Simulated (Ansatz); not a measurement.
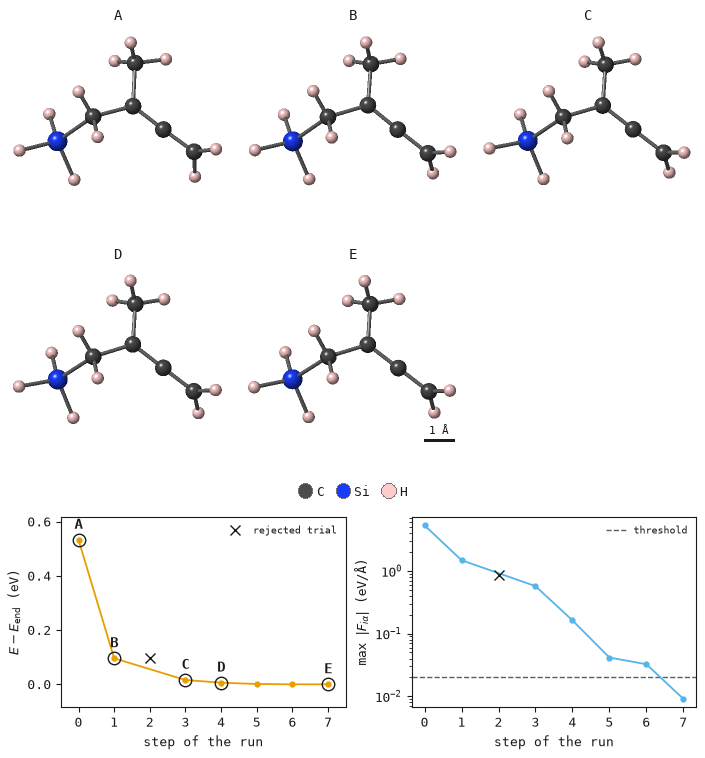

Frames of a relaxation of C5H10Si, marked on the history of the run. Style: ball-and-stick. Shown face on.

The run prepares an end point of a later path (hydrogen shift) calculation, from a guessed geometry.

Theory: RHF/def2-SVP in Ansatz.

The input:
```yaml
crystal:
  periodic: [false, false, false]
  atoms:
    - { symbol: C, position_ang: [-1.4591, -1.3383, 1.9656] }
    - { symbol: C, position_ang: [-0.6371, -0.9163, 1.0729] }
    - { symbol: C, position_ang: [0.2115, -0.5253, 0.1733] }
    - { symbol: C, position_ang: [0.943, -1.4819, -0.7883] }
    - { symbol: C, position_ang: [0.7362, 0.8989, 0.0976] }
    - { symbol: Si, position_ang: [-0.2252, 2.0505, -1.0305] }
    - { symbol: H, position_ang: [-1.17, -1.8119, 2.8559] }
    - { symbol: H, position_ang: [-2.5245, -1.0806, 1.7977] }
    - { symbol: H, position_ang: [0.7012, -1.1521, -1.7739] }
    - { symbol: H, position_ang: [1.9507, -1.5564, -0.5913] }
    - { symbol: H, position_ang: [0.4413, -2.4994, -0.6564] }
    - { symbol: H, position_ang: [0.7349, 1.3524, 1.1382] }
    - { symbol: H, position_ang: [1.7392, 0.9375, -0.2043] }
    - { symbol: H, position_ang: [-1.6725, 2.1621, -0.5931] }
    - { symbol: H, position_ang: [-0.1741, 1.5093, -2.4212] }
    - { symbol: H, position_ang: [0.3816, 3.4289, -0.9979] }
basis:
  gaussian: { orbitals: def2-SVP }
hamiltonian:
  xc: hf
relax:
  f_tol: 0.02
  max_steps: 50
```

Launched with:
```bash
ansatz run input.yaml --threads 2 --pin off --max-ram 3072MiB --backend cpu --events-out ev --progress --plain --runs-dir out
```

What happens along the run?

Answer. H8 moves most after the best rigid fit: 0.19 Å. By element the largest moves are H 0.19 Å, C 0.10 Å, Si 0.03 Å. Near-neighbour distances that change, for instance: C4–H10 1.029 → 1.093 Å, C4–H11 1.142 → 1.088 Å, C5–H13 1.048 → 1.094 Å, C1–H7 1.049 → 1.085 Å. Bond angles that change, for instance: H9–C4–H10 114.9° → 107.3°, C2–C1–H8 115.7° → 121.3°, C3–C4–H9 106.1° → 110.9°. Over 6 accepted moves (7 points after the start) the energy falls by 0.533 eV. The largest force component goes from 5.3 to 0.0091 eV/Å. The line search rejected the trial step at point 2 of the run. From step 0 to 1: H8 moves most (0.20 Å), energy −0.437 eV. From step 1 to 3: H10 moves most (0.09 Å), energy −0.080 eV. From step 3 to 4: H9 moves most (0.10 Å), energy −0.010 eV. From step 4 to 7: H15 moves most (0.05 Å), energy −0.006 eV.

Limits of the set-up: Hartree-Fock leaves out electron correlation.
